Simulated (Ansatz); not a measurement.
# N2O (nitrous oxide) at RPA@PBE/STO-3G

What is the electronic atomisation energy of N2O (nitrous oxide) at RPA@PBE/STO-3G? 

The calculation is run with Ansatz 0.2.0.

30 further runs of the same task are left out: 6 that didn't finish, 24 set aside as unsound or not needed.

### 1 Starting point

N2O has 3 atoms, charge 0, and is taken as a singlet. As SMILES, `N#[N+][O-]`. The shape is that of a PBE0-D4/def2-TZVP optimisation.

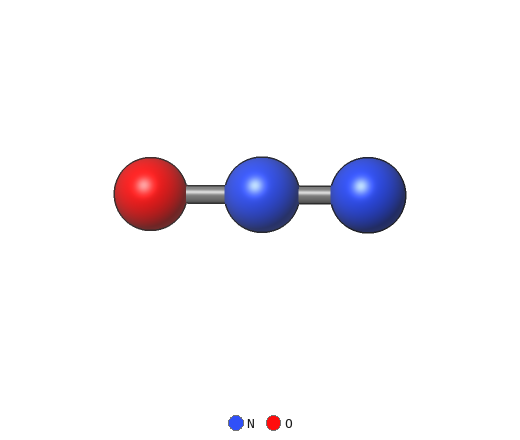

Viewed from a chosen angle; nitrogen blue, oxygen red.

### 2 A single-point energy at RPA@PBE/STO-3G

run.yaml reads:

```yaml
crystal:
  periodic: [false, false, false]
  atoms:
    - {symbol: N, position_ang: [-0.511700, 1.001300, -0.167900]}
    - {symbol: N, position_ang: [-0.008400, 0.016500, -0.002800]}
    - {symbol: O, position_ang: [0.520100, -1.017800, 0.170700]}
basis:
  gaussian: {orbitals: STO-3G}
accuracy: high
hamiltonian: {xc: pbe}
correlation: {method: rpa, frozen_orbitals: {"N": 1, O: 1}}
```

On the command line:

```sh
ansatz run run.yaml --threads 1 --pin off --max-ram 2610MiB --events-out events.jsonl --progress --plain --runs-dir runs
```

Output:

```text
Warning: RAYON_NUM_THREADS=1 ignored (pool sized by the plan → 1); use --threads N
Functional definition: PBE
  name "PBE"
  parameter kappa = 0.804
  parameter beta = 0.06672455060314922
  exchange = pbe_x(kappa = kappa, mu = beta*pi^2/3)
  correlation = pbe_c(beta = beta)
252 factors; integrals over basis functions are off by at most 2.3e-8 eV
mean field evaluation 1: about -4947.3670 eV, gradient 4.0e1 eV
mean field evaluation 2: about -4947.2916 eV, gradient 4.0e1 eV
mean field evaluation 4: about -4934.7063 eV, gradient 8.7e1 eV
mean field evaluation 8: about -4951.1499 eV, gradient 6.2e-2 eV
mean field evaluation 16: about -4951.1472 eV, gradient 1.0e-6 eV
mean field -4951.14721905 eV, -181.9513042920 hartree, gradient 2.6e-9 eV, S^2 0.000000; 0 other end points of the search recorded, 0 dependent functions left out
3 core orbitals not correlated: weight in the atoms' cores, before any rotation towards them, 1.000 or more for the frozen orbitals, at most 0.000 for the correlated occupied ones
reference -4929.76253928 eV, -181.1654318053 hartree; 8, 8 occupied and 4, 4 virtual orbitals, 252 factors
Total energy: -4939.07994676 eV, -181.5078402149 hartree
```

Wall time 1.3 s (1 thread of Intel Xeon Platinum 8375C at 2.90GHz (Ice Lake), shared host); peak memory 0.098 GiB.

### 3 The N atom

in.yaml reads:

```yaml
crystal:
  periodic: [false, false, false]
  atoms:
    - {symbol: N, position_ang: [0.000000, 0.000000, 0.000000]}
basis:
  gaussian:
    orbitals: STO-3G
magnetization:
  spin_polarized: true
  initial_magnetization: 3
hamiltonian:
  xc: pbe
correlation:
  method: rpa
  frozen_orbitals: {"N": 1}
accuracy: high
```

On the command line:

```sh
ansatz run in.yaml --threads 1 --pin off --max-ram 2610MiB --events-out events.jsonl --progress --plain --runs-dir runs
```

Output:

```text
Warning: RAYON_NUM_THREADS=1 ignored (pool sized by the plan → 1); use --threads N
Functional definition: PBE
  name "PBE"
  parameter kappa = 0.804
  parameter beta = 0.06672455060314922
  exchange = pbe_x(kappa = kappa, mu = beta*pi^2/3)
  correlation = pbe_c(beta = beta)
15 factors; integrals over basis functions are off by at most 1.1e-9 eV
mean field evaluation 1: about -1464.3723 eV, gradient 5.8e-10 eV
mean field evaluation 2: about -1464.3726 eV, gradient 2.1e-9 eV
mean field -1464.37256364 eV, -53.8146991264 hartree, gradient 0.0e0 eV, S^2 3.750000; 0 other end points of the search recorded, 0 dependent functions left out
1 core orbitals not correlated: weight in the atoms' cores, before any rotation towards them, 1.000 or more for the frozen orbitals, at most 0.000 for the correlated occupied ones
reference -1461.76873496 eV, -53.7190101874 hartree; 4, 1 occupied and 0, 3 virtual orbitals, 15 factors
Total energy: -1462.52480619 eV, -53.7467952924 hartree
```

Wall time 0.23 s (1 thread of Intel Xeon Platinum 8375C at 2.90GHz (Ice Lake), shared host).

### 4 The O atom, same level

molecule.yaml reads:

```yaml
crystal:
  periodic: [false, false, false]
  atoms:
    - symbol: O
      position_ang: [0.000000, 0.000000, 0.000000]
basis:
  gaussian:
    orbitals: STO-3G
magnetization:
  spin_polarized: true
  initial_magnetization: 2
accuracy: high
correlation:
  method: rpa
  frozen_orbitals: {O: 1}
hamiltonian:
  xc: pbe
```

On the command line:

```sh
ansatz run molecule.yaml --threads 1 --pin off --max-ram 2610MiB --events-out events.jsonl --progress --plain --runs-dir runs
```

Output:

```text
Warning: RAYON_NUM_THREADS=1 ignored (pool sized by the plan → 1); use --threads N
Functional definition: PBE
  name "PBE"
  parameter kappa = 0.804
  parameter beta = 0.06672455060314922
  exchange = pbe_x(kappa = kappa, mu = beta*pi^2/3)
  correlation = pbe_c(beta = beta)
15 factors; integrals over basis functions are off by at most 1.1e-9 eV
mean field evaluation 1: about -2012.2475 eV, gradient 3.6e-12 eV
mean field evaluation 2: about -2012.2484 eV, gradient 1.5e-11 eV
mean field evaluation 4: about -2012.2472 eV, gradient 0.0e0 eV
mean field evaluation 8: about -2012.2481 eV, gradient 2.6e-2 eV
mean field evaluation 16: about -2012.2472 eV, gradient 3.0e-11 eV
mean field -2012.24843053 eV, -73.9487658709 hartree, gradient 8.8e-24 eV, S^2 2.000000; 8 other end points of the search recorded, 0 dependent functions left out
1 core orbitals not correlated: weight in the atoms' cores, before any rotation towards them, 1.000 or more for the frozen orbitals, at most 0.000 for the correlated occupied ones
reference -2008.31323932 eV, -73.8041502613 hartree; 4, 2 occupied and 0, 2 virtual orbitals, 15 factors
Total energy: -2009.25012359 eV, -73.8385801232 hartree
```

It took 0.67 s on 1 thread of Intel Xeon Platinum 8375C at 2.90GHz (Ice Lake), shared host.

### 5 Summary of results

At RPA@PBE/STO-3G, 3 core orbitals frozen:

| quantity | value |
| --- | --- |
| molecule: total energy | -181.50784 Eh |
| molecule: RPA correlation energy (valence) | -342.4 mEh |
| N atom: total energy | -53.74680 Eh |
| N atom: RPA correlation energy (valence) | -27.8 mEh |
| N atom: ⟨S²⟩ of the reference determinant | 3.750 |
| O atom: total energy | -73.83858 Eh |
| O atom: RPA correlation energy (valence) | -34.4 mEh |
| O atom: ⟨S²⟩ of the reference determinant | 2.000 |
| electronic atomisation energy | 4.780 eV |

**Reading.** Taking the molecule apart into free atoms costs 4.78 eV (461 kJ/mol), before zero-point energy and without spin-orbit coupling. In a minimal basis such a difference can be off by several eV, whatever the method.
